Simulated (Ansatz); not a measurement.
# WSe2: stiffness from strained cells, part 2 of 2

Aim: the elastic tensor from the stress of slightly strained cells, and the moduli that follow. Runs: reference run (LAPW); ions clamped (LAPW). Companion runs by PAW are cited.

Ansatz 0.2.0; DFT PBEsol. The steps go on from the part before.

### Step 3. Ions clamped, LAPW

Input file input.yaml:

```yaml
crystal:
  lattice:
    - [3.27116001945, 0.0, 0.0]
    - [-1.63558000973, 2.83290767669, 0.0]
    - [0.0, 0.0, 13.22240455928]
  atoms:
    - { symbol: W, position: [0.333333333333, 0.666666666667, 0.25] }
    - { symbol: W, position: [0.666666666667, 0.333333333333, 0.75] }
    - { symbol: Se, position: [0.333333333333, 0.666666666667, 0.623384412997] }
    - { symbol: Se, position: [0.666666666667, 0.333333333333, 0.123384412997] }
    - { symbol: Se, position: [0.333333333333, 0.666666666667, 0.876615587003] }
    - { symbol: Se, position: [0.666666666667, 0.333333333333, 0.376615587003] }
kpoints:
  mp_grid: { grid: [6, 6, 2] }
scf:
  occupations: { method: fixed }
hamiltonian:
  xc: pbesol
  pseudopotentials: { kind: all_electron, lapw: { basis_error: 0.001 } }
elastic:
  mode: clamped_ion
  stencil: two_point
  amplitude: 0.005
```

Started as:

```
> ansatz run input.yaml --threads 2 --pin off --max-ram 6144MiB --backend cpu --events-out ev --progress --plain --runs-dir out
```

Standard output:

```text
LAPW: plane waves up to 9.467 Å⁻¹, error target 1.0e-3 eV per atom; small_component_spin mean_spin; Se in spheres of 1.166 Å, 24 of its electrons in bands, Dirac shells []; W in spheres of 1.282 Å, 44 of its electrons in bands, Dirac shells [] (how accurate: hamiltonian.pseudopotentials.lapw.basis_error, Limitations)
Engine: ansatz 0.2.0
Pseudopotentials: kind: all_electron
Pseudopotential: W, LAPW, valence charge 44, lapw/all_electron/scalar/gaussian/W, Koelling and Harmon's equation, gaussian nucleus
Pseudopotential: Se, LAPW, valence charge 24, lapw/all_electron/scalar/gaussian/Se, Koelling and Harmon's equation, gaussian nucleus
Functional definition: PBEsol
  exchange = pbesol_x
  correlation = pbesol_c
davidson cushion auto → on  (no smearing: the cushion is to keep the highest requested band from converging to the state above it; pin scf.eigensolver.cushion to override)
Crystal: 6 atoms, lattice volume = 122.531 Å³
Basis set: ecut = 341.4318523065449 eV, 1719 PW (Γ), exchange–correlation at level 2
Bands: 111, of which v1, the nominal top of the filled ones, is band 92 counted from 1 (91 counted from 0)
Symmetry: 24 space group operations
Space group: P63/mmc (ITA 194), of the structure as read, at distance tolerance 5.0e-5 Å
k-points: 14 of 72
Non-local potential: W, projectors of the file, none
Non-local potential: Se, projectors of the file, none
Initial density: superposition of atomic densities (chi_scale 0.1, normalization cell, long waves kept (reshape's long-wave potential 0.11 eV rms))
Initial wavefunctions: plane waves of lowest kinetic energy (no species holds an atomic orbital)
Functional: x = pbesol(κ = 0.804, μ = 0.12345679012345678), c = pbesol(β = 0.046)
iter 1 solved again at ethr=9.92e-4 eV; its pass at ethr=1.00e-1 eV (dr2=1.83e0 eV) is discarded
SCF iter   1: F=—  HF=-1142475.386008 eV  |F-HF|=—  |Δ(HF+E_count)|=         —  Δρ=2.77e-2  dr2=1.83e0  ethr=9.92e-4  ⟨swp⟩=2.0  Hψ=9630  notcnv=0
preconditioner: auto → Resta (q_TF=auto, 2.920 Å⁻¹)  ε∞=2.5  [insulator: Δε(μ)=1.106 eV  Ē_g=21.586 eV  n_scr=54 (ndim 8)  ℏωp=26.8 eV  f_vac=0.170  ε∞_Penn≈2.5]
SCF iter   2: F=—  HF=-1142474.866084 eV  |F-HF|=—  |Δ(HF+E_count)|=   5.20e-1  Δρ=1.42e-2  dr2=2.95e-1  ethr=9.92e-4  ⟨swp⟩=3.0  Hψ=4780  notcnv=0
iter 3 solved again at ethr=1.36e-5 eV; its pass at ethr=1.60e-4 eV (dr2=2.50e-2 eV) is discarded
SCF iter   3: F=—  HF=-1142474.799215 eV  |F-HF|=—  |Δ(HF+E_count)|=   6.69e-2  Δρ=4.34e-3  dr2=2.50e-2  ethr=1.36e-5  ⟨swp⟩=2.1  Hψ=8178  notcnv=0
SCF iter   4: F=—  HF=-1142474.784898 eV  |F-HF|=—  |Δ(HF+E_count)|=         —  Δρ=1.82e-3  dr2=1.04e-2  ethr=1.36e-5  ⟨swp⟩=2.1  Hψ=4695  notcnv=0
the basis was enlarged: its passes take 219.9 KiB over the memory plan, 2 of 2 planned eigensolver slots
SCF iter   5: F=—  HF=-1142474.782205 eV  |F-HF|=—  |Δ(HF+E_count)|=   2.69e-3  Δρ=1.52e-3  dr2=6.99e-3  ethr=5.67e-6  ⟨swp⟩=3.0  Hψ=4797  notcnv=0
SCF iter   6: F=—  HF=-1142474.781682 eV  |F-HF|=—  |Δ(HF+E_count)|=   5.23e-4  Δρ=4.39e-4  dr2=3.39e-4  ethr=3.80e-6  ⟨swp⟩=2.5  Hψ=4667  notcnv=0
SCF iter   7: F=—  HF=-1142474.781829 eV  |F-HF|=—  |Δ(HF+E_count)|=   1.47e-4  Δρ=1.22e-4  dr2=2.66e-5  ethr=1.84e-7  ⟨swp⟩=3.0  Hψ=4889  notcnv=0
SCF iter   8: F=—  HF=-1142474.781854 eV  |F-HF|=—  |Δ(HF+E_count)|=   2.43e-5  Δρ=3.56e-5  dr2=2.55e-6  ethr=1.44e-8  ⟨swp⟩=3.1  Hψ=5070  notcnv=0
[... 7 lines left out ...]
SCF 1 converged in 15 iterations: F = -1142474.781856 eV  dr2 = 2.34e-14
Crystal: 6 atoms, lattice volume = 121.918 Å³
Basis set: ecut = 342.5747217630517 eV, 1719 PW (Γ), exchange–correlation at level 2
Symmetry: 8 space group operations
k-points: 26 of 72
Initial density: handed on by an earlier stage of this run
Initial wavefunctions: plane waves of lowest kinetic energy (no species holds an atomic orbital; no wavefunctions were taken with the density)
[... 2 lines left out ...]
preconditioner: auto → Resta (q_TF=auto, 2.922 Å⁻¹)  ε∞=2.5  [insulator: Δε(μ)=1.050 eV  Ē_g=21.806 eV  n_scr=58 (ndim 8)  ℏωp=26.9 eV  f_vac=0.188  ε∞_Penn≈2.5]
[... 11 lines left out ...]
SCF 2 converged in 11 iterations: F = -1142474.779341 eV  dr2 = 5.66e-14
Crystal: 6 atoms, lattice volume = 123.143 Å³
Basis set: ecut = 340.29846726135935 eV, 1719 PW (Γ), exchange–correlation at level 2
[... 2 lines left out ...]
preconditioner: auto → Resta (q_TF=auto, 2.917 Å⁻¹)  ε∞=2.5  [insulator: Δε(μ)=1.040 eV  Ē_g=21.749 eV  n_scr=62 (ndim 8)  ℏωp=26.8 eV  f_vac=0.190  ε∞_Penn≈2.5]
[... 11 lines left out ...]
SCF 3 converged in 11 iterations: F = -1142474.779790 eV  dr2 = 5.70e-14
[... 2 lines left out ...]
preconditioner: auto → Resta (q_TF=auto, 2.922 Å⁻¹)  ε∞=2.5  [insulator: Δε(μ)=1.032 eV  Ē_g=21.810 eV  n_scr=54 (ndim 8)  ℏωp=26.9 eV  f_vac=0.185  ε∞_Penn≈2.5]
[... 12 lines left out ...]
SCF 4 converged in 12 iterations: F = -1142474.779076 eV  dr2 = 1.70e-14
[... 2 lines left out ...]
preconditioner: auto → Resta (q_TF=auto, 2.917 Å⁻¹)  ε∞=2.5  [insulator: Δε(μ)=1.058 eV  Ē_g=21.745 eV  n_scr=66 (ndim 8)  ℏωp=26.8 eV  f_vac=0.192  ε∞_Penn≈2.5]
[... 12 lines left out ...]
SCF 5 converged in 12 iterations: F = -1142474.779437 eV  dr2 = 2.98e-15
Crystal: 6 atoms, lattice volume = 122.530 Å³
Basis set: ecut = 341.43327494667244 eV, 1719 PW (Γ), exchange–correlation at level 2
Symmetry: 4 space group operations
[... 2 lines left out ...]
preconditioner: auto → Resta (q_TF=auto, 2.920 Å⁻¹)  ε∞=2.5  [insulator: Δε(μ)=1.045 eV  Ē_g=21.777 eV  n_scr=60 (ndim 8)  ℏωp=26.8 eV  f_vac=0.189  ε∞_Penn≈2.5]
[... 13 lines left out ...]
SCF 6 converged in 13 iterations: F = -1142474.780589 eV  dr2 = 3.18e-14
[... 5 lines left out ...]
SCF iter   4: F=—  HF=-1142474.780590 eV  |F-HF|=—  |Δ(HF+E_count)|=   4.94e-7  Δρ=2.65e-5  dr2=3.24e-6  ethr=7.40e-10  ⟨swp⟩=3.0  Hψ=9161  notcnv=0  recentre
SCF iter   5: F=—  HF=-1142474.780589 eV  |F-HF|=—  |Δ(HF+E_count)|=   6.90e-7  Δρ=4.43e-6  dr2=3.22e-8  ethr=7.40e-10  ⟨swp⟩=3.0  Hψ=8865  notcnv=0
SCF iter   6: F=—  HF=-1142474.780589 eV  |F-HF|=—  |Δ(HF+E_count)|=   1.00e-8  Δρ=1.28e-6  dr2=2.23e-9  ethr=3.17e-11 (applied; sched 1.75e-11)  ⟨swp⟩=3.0  Hψ=8921  notcnv=0  defer=1
SCF iter   7: F=—  HF=-1142474.780589 eV  |F-HF|=—  |Δ(HF+E_count)|=  6.98e-10  Δρ=6.26e-7  dr2=6.81e-10  ethr=3.09e-11 (applied; sched 1.21e-12)  ⟨swp⟩=2.0  Hψ=8723  notcnv=0  defer=1
SCF iter   8: F=—  HF=-1142474.780589 eV  |F-HF|=—  |Δ(HF+E_count)|=  4.66e-10  Δρ=2.89e-7  dr2=1.50e-9  ethr=3.09e-11 (applied; sched 1.00e-12)  ⟨swp⟩=2.0  Hψ=8723  notcnv=0
SCF iter   9: F=—  HF=-1142474.780589 eV  |F-HF|=—  |Δ(HF+E_count)|=    0.00e0  Δρ=1.17e-7  dr2=7.51e-11  ethr=3.09e-11 (applied; sched 1.00e-12)  ⟨swp⟩=2.0  Hψ=8722  notcnv=0
SCF iter  10: F=—  HF=-1142474.780589 eV  |F-HF|=—  |Δ(HF+E_count)|=  9.31e-10  Δρ=4.34e-8  dr2=2.03e-12  ethr=3.09e-11 (applied; sched 1.00e-12)  ⟨swp⟩=2.0  Hψ=8722  notcnv=0
SCF iter  11: F=—  HF=-1142474.780589 eV  |F-HF|=—  |Δ(HF+E_count)|=  9.31e-10  Δρ=2.33e-8  dr2=5.84e-13  ethr=3.09e-11 (applied; sched 1.00e-12)  ⟨swp⟩=2.0  Hψ=8722  notcnv=0
SCF iter  12: F=—  HF=-1142474.780589 eV  |F-HF|=—  |Δ(HF+E_count)|=   1.40e-9  Δρ=8.21e-9  dr2=2.15e-13  ethr=3.09e-11 (applied; sched 1.00e-12)  ⟨swp⟩=2.0  Hψ=8722  notcnv=0
SCF iter  13: F=-1142474.780589 eV  HF=-1142474.780589 eV  |F-HF|=2.33e-10  |Δ(HF+E_count)|=    0.00e0  Δρ=3.44e-9  dr2=2.82e-14  ethr=3.09e-11 (applied; sched 1.00e-12)  ⟨swp⟩=2.0  Hψ=8722  notcnv=0
SCF 7 converged in 13 iterations: F = -1142474.780589 eV  dr2 = 2.82e-14
SCF converged after 15 iterations
Free energy (F): -1142474.781856 eV
Harris-Foulkes:  -1142474.781856 eV  (|F-HF|=9.31e-10)
Internal energy: -1142474.781856 eV  (E = F + TS)
E sigma→0 (E₀):  -1142474.781856 eV
Fermi energy:    14.739742 eV
--- Per-component energies (eV) ---
  E_band       = -15818.904449
  E_kinetic    = 1253955.539227
  E_xc         = -26810.945563
  E_electrostatic = -2369619.375520  (all electrons and nuclei)
  E_smearing   = -0.000000  (= −TS)
  E_closure    = 0.000000  (closes the sum)
  E_atoms      = -1142431.291971  (free atoms, spherical and without spin; not in F)
  Σ components = -1142474.781856   (vs F -1142474.781856, Δ=0.00e0)
  Basis errors (estimates in eV, not in F): energy 4.3e-4 per atom: plane waves 3.9e-4 (2.2e-4 summed), levels above the bands 0.0e0, relativity 3.1e-8, radial functions 4.0e-5, core shells 2.1e-7; eigenvalues (radial functions only) 5.9e-7; not estimated: angular momenta, meshes, grids; target (lapw.basis_error) 1.0e-3; muffin-tin radii Se 1.166 Å, W 1.282 Å
--- Forces (eV/Å), atoms counted from 1 ---
  atom   1  W     -0.00000000     0.00000000    -0.00000000
  atom   2  W      0.00000000    -0.00000000     0.00000000
  atom   3  Se    -0.00000000     0.00000000    -0.00627387
  atom   4  Se     0.00000000    -0.00000000    -0.00627387
  atom   5  Se    -0.00000000     0.00000000     0.00627387
  atom   6  Se     0.00000000    -0.00000000     0.00627387
  max |Σ_I F_I| component: 2.31e-18 eV/Å
--- Stress (GPa, compression-positive) ---
        0.050633       0.000000       0.000000
        0.000000       0.050633       0.000000
        0.000000       0.000000       0.041713
  P = ⅓ Tr σ = 0.0477 GPa (0.477 kbar)
--- Band table (eV; the first three rows and the last of 14) ---
  k-point 0: bands = ["-403.0005", "-403.0005", "-402.9902", "-402.9902", "-402.9902", "-402.9902", "-218.2873", "-218.2873", "-218.2873", "-218.2873", "-218.2743", "-218.2743", "-218.2733", "-218.2733", "-218.2733", "-218.2733", "-192.9006", "-192.9006", "-192.9006", "-192.9006", "-132.5795", "-132.5795", "-132.5795", "-132.5795", "-132.5795", "-132.5795", "-132.5795", "-132.5795", "-132.5392", "-132.5392", "-132.5392", "-132.5392", "-59.3532", "-59.3532", "-33.0258", "-33.0258", "-33.0258", "-33.0258", "-33.0252", "-33.0252", "-33.0251", "-33.0251", "-32.9982", "-32.9982", "-32.9980", "-32.9980", "-32.9971", "-32.9971", "-32.9969", "-32.9969", "-32.9868", "-32.9866", "-32.9846", "-32.9844", "-23.6638", "-23.6638", "-23.5063", "-23.5063", "-23.5063", "-23.5063", "-13.6475", "-13.6475", "-13.6475", "-13.6475", "-13.6353", "-13.6353", "-13.6348", "-13.6348", "-13.6348", "-13.6348", "-13.6330", "-13.6330", "-13.6222", "-13.6222", "-0.4904", "-0.2924", "0.7215", "1.0591", "7.6988", "8.6511", "11.2300", "12.1771", "12.1771", "12.1893", "12.1893", "13.3239", "13.3239", "13.3641", "13.3641", "13.5546", "13.6567", "14.7397", "17.5439", "17.5439", "17.5835", "17.5835", "17.6640", "17.6640", "17.8271", "17.8271", "19.3138", "20.0024", "22.5915", "22.7833", "22.9525", "24.0665", "25.0437", "25.0437", "25.4823", "25.4823", "25.8760"]
  k-point 1: bands = ["-403.0005", "-403.0005", "-402.9902", "-402.9902", "-402.9902", "-402.9902", "-218.2873", "-218.2873", "-218.2873", "-218.2873", "-218.2743", "-218.2743", "-218.2733", "-218.2733", "-218.2733", "-218.2733", "-192.9006", "-192.9006", "-192.9006", "-192.9006", "-132.5795", "-132.5795", "-132.5795", "-132.5795", "-132.5795", "-132.5795", "-132.5795", "-132.5795", "-132.5392", "-132.5392", "-132.5392", "-132.5392", "-59.3532", "-59.3532", "-33.0258", "-33.0258", "-33.0258", "-33.0258", "-33.0252", "-33.0252", "-33.0252", "-33.0252", "-32.9981", "-32.9981", "-32.9981", "-32.9981", "-32.9970", "-32.9970", "-32.9970", "-32.9970", "-32.9867", "-32.9867", "-32.9845", "-32.9845", "-23.6638", "-23.6638", "-23.5063", "-23.5063", "-23.5063", "-23.5063", "-13.6475", "-13.6475", "-13.6475", "-13.6475", "-13.6353", "-13.6353", "-13.6348", "-13.6348", "-13.6348", "-13.6348", "-13.6330", "-13.6330", "-13.6222", "-13.6222", "-0.4028", "-0.4028", "0.8999", "0.8999", "8.1040", "8.1040", "12.1570", "12.1570", "12.1831", "12.1831", "12.1831", "12.1831", "13.3440", "13.3440", "13.3440", "13.3440", "14.5001", "14.5001", "17.5519", "17.5519", "17.5519", "17.5519", "17.7570", "17.7570", "17.7570", "17.7570", "19.6802", "19.6802", "22.7391", "22.7391", "23.2664", "23.2664", "25.2449", "25.2449", "25.2449", "25.2449", "26.3626"]
  k-point 2: bands = ["-403.0005", "-403.0005", "-402.9902", "-402.9902", "-402.9902", "-402.9902", "-218.2873", "-218.2873", "-218.2873", "-218.2873", "-218.2743", "-218.2743", "-218.2733", "-218.2733", "-218.2733", "-218.2733", "-192.9006", "-192.9006", "-192.9006", "-192.9006", "-132.5795", "-132.5795", "-132.5795", "-132.5795", "-132.5795", "-132.5795", "-132.5795", "-132.5795", "-132.5392", "-132.5392", "-132.5392", "-132.5392", "-59.3505", "-59.3505", "-33.0256", "-33.0256", "-33.0254", "-33.0254", "-33.0246", "-33.0246", "-33.0240", "-33.0240", "-32.9984", "-32.9984", "-32.9982", "-32.9982", "-32.9978", "-32.9976", "-32.9972", "-32.9970", "-32.9862", "-32.9860", "-32.9840", "-32.9838", "-23.6507", "-23.6507", "-23.5700", "-23.5700", "-23.5211", "-23.5211", "-13.6477", "-13.6477", "-13.6466", "-13.6466", "-13.6360", "-13.6360", "-13.6352", "-13.6352", "-13.6334", "-13.6334", "-13.6321", "-13.6321", "-13.6245", "-13.6244", "-0.0710", "0.1237", "0.9498", "1.2532", "8.2250", "9.1668", "10.8522", "11.0601", "11.1114", "11.9326", "12.5631", "12.5973", "12.7056", "12.7614", "12.9928", "13.6902", "13.7184", "14.1378", "16.4600", "17.0356", "17.1293", "17.1779", "17.3920", "17.3958", "18.0811", "18.2429", "20.8491", "21.5571", "23.1962", "23.6249", "23.6375", "24.0837", "24.1672", "24.3574", "25.3848", "25.9924", "26.0209"]
  k-point 13: bands = ["-403.0005", "-403.0005", "-402.9902", "-402.9902", "-402.9902", "-402.9902", "-218.2873", "-218.2873", "-218.2873", "-218.2873", "-218.2743", "-218.2743", "-218.2733", "-218.2733", "-218.2733", "-218.2733", "-192.9006", "-192.9006", "-192.9006", "-192.9006", "-132.5795", "-132.5795", "-132.5795", "-132.5795", "-132.5795", "-132.5795", "-132.5795", "-132.5795", "-132.5392", "-132.5392", "-132.5392", "-132.5392", "-59.3407", "-59.3407", "-33.0239", "-33.0239", "-33.0226", "-33.0226", "-33.0224", "-33.0224", "-33.0223", "-33.0223", "-33.0001", "-33.0001", "-32.9992", "-32.9992", "-32.9982", "-32.9982", "-32.9981", "-32.9981", "-32.9843", "-32.9843", "-32.9818", "-32.9818", "-23.6948", "-23.6948", "-23.6666", "-23.6666", "-23.6046", "-23.6046", "-13.6469", "-13.6469", "-13.6451", "-13.6451", "-13.6383", "-13.6383", "-13.6379", "-13.6379", "-13.6324", "-13.6324", "-13.6292", "-13.6292", "-13.6269", "-13.6269", "2.0017", "2.0017", "2.0868", "2.0868", "9.0031", "9.0031", "9.1376", "9.1376", "10.0575", "10.0575", "10.5462", "10.5462", "11.3192", "11.3192", "12.0886", "12.0886", "14.4952", "14.4952", "16.2138", "16.2138", "17.2286", "17.2286", "18.0805", "18.0805", "19.2795", "19.2795", "20.8975", "20.8975", "21.1090", "21.1090", "23.2186", "23.2186", "25.4993", "25.4993", "26.4501", "26.4501", "26.7357"]
--- Elastic constants: 3 strain directions × 2 members + reference (group order 24) ---
  dense FFT box of the reference and of every strained cell: 20×20×80
  strains applied: 11, 33, 23; error gains: componentwise 1.00 (the most a stress slope's error grows in a printed constant), spectral 1.41 (1 for all six strains in a standard setting)
  C = ∂σ_k/∂η_j (tension-positive GPa; Voigt order 11 22 33 23 13 12):
       239.642     63.202     98.188      0.000      0.000      0.000
        63.202    239.642     98.188      0.000      0.000     -0.000
        98.174     98.174    271.950      0.000      0.000      0.000
        -0.000      0.000     -0.000    132.501      0.000     -0.000
        -0.000      0.000      0.000      0.000    132.501      0.000
         0.000     -0.000     -0.000     -0.000     -0.000     88.220
  reference stress σ⁰ (GPa):     -0.051     -0.051     -0.042     -0.000     -0.000     -0.000
  no Pulay correction (none for the plane-wave cutoff is built on LAPW): the batch's stresses and constants are at fixed plane waves
  C* (energy form; C + prestress term) asymmetry max|C*_kj − C*_jk| = 5.463e-3 GPa — a small one proves nothing (zero by symmetry where the batch's group is 432, −43m or m−3m); a large one is finite-difference/SCF noise where every solve meets its electron count
  moduli (Voigt/Reuss/Hill, GPa): K = 141.15/138.94/140.04   G = 103.42/97.67/100.55   E = 243.39   ν = 0.210
  mechanically stable: yes (min eigenvalue of sym C = 88.22 GPa)
  where every solve meets its electron count the energy-path curvature estimates C_jj along a normal strain and C_jj − ¼(σ⁰_aa + σ⁰_bb) along a shear (ab), closely only under elastic.basis: deformed
  strain η (Voigt 11):  stress-route row diagonal C_11 = 239.64 GPa, energy-path curvature d²(F+E_count)/dδ²/Ω₀ = 239.61 GPa
         δ    σ_11 (GPa)             F (eV)   n_scf  n_hpsi   n_pw
    -5.000e-3      -1.2732    -1142474.7793405      11  116497   1797
     5.000e-3       1.1232    -1142474.7797899      11  117230   1797
  strain η (Voigt 33):  stress-route row diagonal C_33 = 271.95 GPa, energy-path curvature d²(F+E_count)/dδ²/Ω₀ = 271.94 GPa
         δ    σ_33 (GPa)             F (eV)   n_scf  n_hpsi   n_pw
    -5.000e-3      -1.4180    -1142474.7790755      12   68281   1797
     5.000e-3       1.3015    -1142474.7794369      12   68478   1797
  strain η (Voigt 23):  stress-route row diagonal C_44 = 132.50 GPa, energy-path curvature d²(F+E_count)/dδ²/Ω₀ = 132.52 GPa
         δ    σ_23 (GPa)             F (eV)   n_scf  n_hpsi   n_pw
    -5.000e-3      -0.6625    -1142474.7805890      13  136004   1797
     5.000e-3       0.6625    -1142474.7805890      13  135995   1797
```

Wall time 3.9 min (2 threads of Intel Xeon 6975P-C (Granite Rapids), shared host); peak memory 1.1 GiB.

C in GPa (Voigt order xx, yy, zz, yz, xz, xy):

```
239.6  63.2  98.2   0.0   0.0   0.0
 63.2 239.6  98.2   0.0   0.0   0.0
 98.2  98.2 272.0   0.0   0.0   0.0
  0.0   0.0   0.0 132.5   0.0   0.0
  0.0   0.0   0.0   0.0 132.5   0.0
  0.0   0.0   0.0   0.0   0.0  88.2
```

### Step 4. Side by side

PAW rows come from companion runs at the same settings.

```
               run    C11   C12   C13    C33    C44      K      G      E  Poisson ratio
ions relaxed, LAPW  197.2  36.3   5.9   26.6   13.1   40.4   33.8   79.2          0.173
ions clamped, LAPW  239.6  63.2  98.2  271.9  132.5  140.0  100.5  243.4          0.210
 ions relaxed, PAW  197.2  36.4   6.0   26.5   13.0   40.4   33.7   79.2          0.173
 ions clamped, PAW  239.7  63.4  98.4  272.3  132.4  140.2  100.5  243.3          0.211
    at 10 GPa, PAW  277.1  64.0  54.1  194.3   60.8  119.6   81.3  198.8          0.223
```

Constants and moduli in GPa; K, G and E are Hill averages.

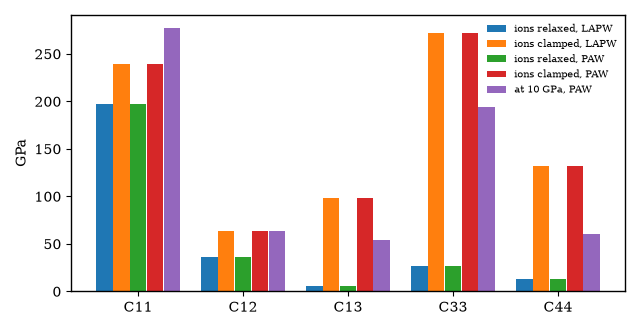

Elastic constants by run.

### Step 5. What came out

What follows sums up all 2 parts.

| quantity | value |
| --- | --- |
| C11 (LAPW) | 197 GPa |
| C12 (LAPW) | 36 GPa |
| C13 (LAPW) | 6 GPa |
| C33 (LAPW) | 27 GPa |
| C44 (LAPW) | 13 GPa |
| bulk, shear and Young's modulus | 40, 34, 79 GPa |
| Debye temperature from sound speeds | 189 K |
| universal anisotropy index | 7.27 |

All eigenvalues are positive, so the crystal is mechanically stable; by LAPW K = 40 and G = 34 GPa, K/G = 1.20, on the brittle side of Pugh's rough line at 1.75, which was drawn for metals. Young's modulus runs from 26 to 190 GPa with direction. PAW's constants lie within 0.1 GPa of LAPW's. Letting the ions relax lowers C33 most, from 272 to 27 GPa. Cautions: no spin-orbit coupling on heavy atoms; no dispersion correction, so the spacing and stiffness between layers or molecules are poor.
